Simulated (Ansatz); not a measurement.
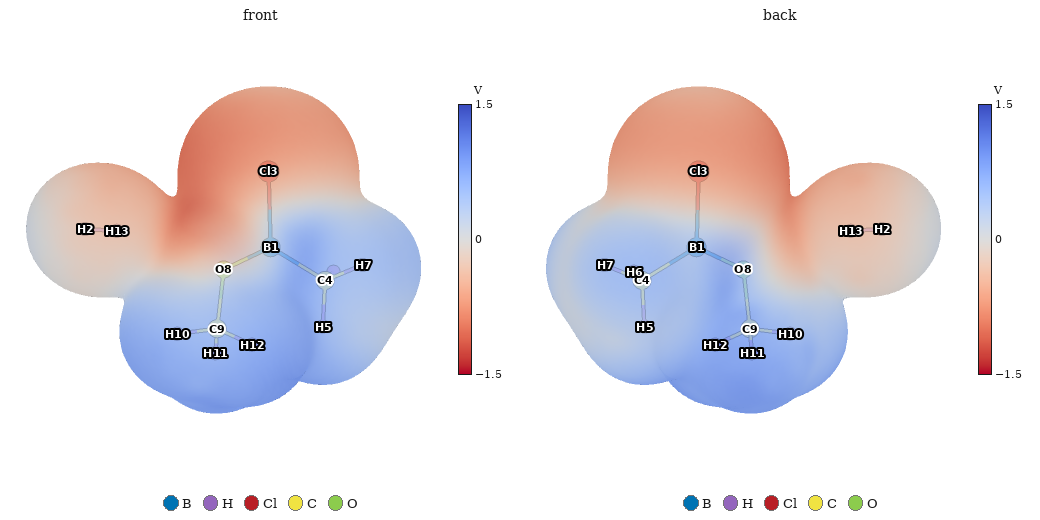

Figure 1: C2H6BClO···H2. The electrostatic potential painted on the density surface at 0.001 e/bohr³, seen from the front and from behind; the colour scale runs from red (negative) to blue (positive).

Theory: RKS B3LYP/6-31G* (Ansatz).

```xyz
13

B    -0.1989   -0.2631   -0.5899
H     1.3700   -1.2446    3.4073
Cl    0.9052    1.1481   -0.4545
C    -1.3567   -0.2105   -1.6534
H    -2.0103   -1.0887   -1.6529
H    -1.9785    0.6783   -1.4898
H    -0.9358   -0.1002   -2.6609
O     0.0770   -1.2722    0.2597
C    -0.6762   -2.4851    0.3048
H    -0.1795   -3.1449    1.0189
H    -1.7001   -2.2957    0.6442
H    -0.7040   -2.9715   -0.6756
H     1.1895   -1.1183    2.6970
```

### Which sites attract a positive test charge, and which a negative one?

A positive charge is drawn to the negative regions and a negative charge to the positive ones. The most negative region (about −1.0 V) lies over Cl3 and O8, the most positive (about +0.9 V) over C9, H11 and H12.
